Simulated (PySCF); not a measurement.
Process, species as SMILES: FSF + 2 [H][H] (H2) → 2 F (HF) + S (H2S)
B3LYP-D3(BJ)/def2-TZVP geometries, fixed; electronic energies without zero-point terms.
Largest species:
```xyz
3

F     -1.2130    -0.5047     0.0161
S     -0.0057     0.5532     0.0075
F      1.2232    -0.4788    -0.0294
```
Charge 0, spin multiplicity 1.

Basis-set convergence of the energy of full hydrogenation at B3LYP with PySCF. All functions are spherical. Density fitting with generated auxiliary sets. No added dispersion term, no relativity. Functions are those of the species that has most. Reference: the value in aug-pcseg-3, -65.94 kcal/mol, itself unsure by roughly 0.18 kcal/mol (its mean distance from aug-cc-pV(Q+d)Z, def2-QZVPPD, pcseg-3). Deviations are taken from unrounded values. Cost is core time over that of 6-31G**, rough, on shared machines of one kind.

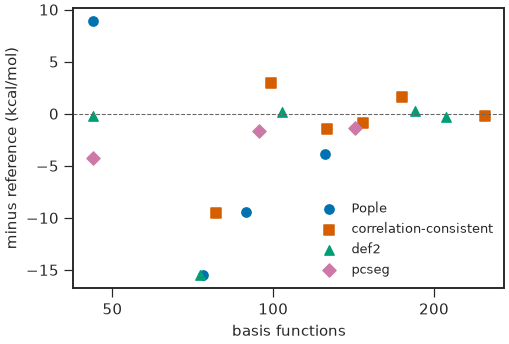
Fig. 1. Deviation from the reference against the number of basis functions, by family of sets.

```
basis              functions  energy of full hydrogenation (kcal/mol)  minus reference (kcal/mol)  cost
-----------------  ---------  ---------------------------------------  --------------------------  ----
6-31G**                   46                                   -57.01                        8.93    1×
def2-SVP                  46                                   -66.19                       -0.24    1×
pcseg-1                   46                                   -70.18                       -4.23    1×
def2-SVPD                 73                                   -81.46                      -15.51    1×
6-311+G**                 74                                   -81.48                      -15.54    1×
aug-cc-pV(D+d)Z           78                                   -75.45                       -9.50    1×
6-311++G(2d,2p)           89                                   -75.42                       -9.48    1×
pcseg-2                   94                                   -67.61                       -1.67    1×
cc-pV(T+d)Z               99                                   -62.98                        2.96    1×
def2-TZVPP               104                                   -65.78                        0.16    2×
6-311++G(3df,3pd)        125                                   -69.78                       -3.83    2×
jun-cc-pV(T+d)Z          126                                   -67.40                       -1.46    2×
aug-pcseg-2              142                                   -67.36                       -1.42    2×
aug-cc-pV(T+d)Z          147                                   -66.86                       -0.91    2×
cc-pV(Q+d)Z              174                                   -64.39                        1.56    3×
def2-QZVPP               184                                   -65.64                        0.30    3×
def2-QZVPPD              211                                   -66.21                       -0.27    3×
aug-cc-pV(Q+d)Z          249                                   -66.16                       -0.22    4×
```
